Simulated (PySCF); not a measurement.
H3Cl2FSi2, SMILES F[SiH2][SiH](Cl)Cl at its CAM-B3LYP/def2-SVP optimised geometry (Å):

```
8

Si     0.5966    -1.1721     0.0000
F      2.2217    -1.1721     0.0000
Si    -0.1575     1.0393     0.0000
Cl    -2.2217     0.9214    -0.0798
Cl     0.4239     1.9608     1.7533
H      0.1134    -1.8590     1.2235
H      0.1281    -1.8802    -1.2186
H      0.2997     1.8802    -1.1296
```

Calculation: CAM-B3LYP/def2-TZVP (PySCF).

Map of the Laplacian of the electron density (e/bohr⁵) on the plane z = 0.8 Å:

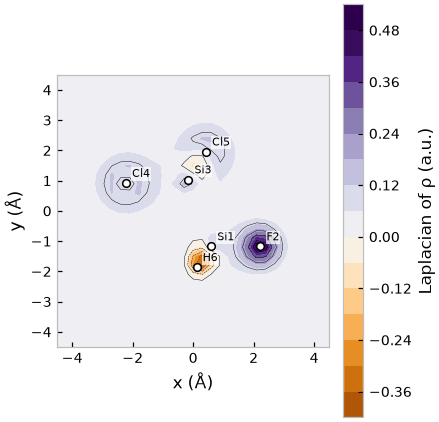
Figure. Laplacian of the electron density (e/bohr⁵) on the plane z = 0.8 Å.
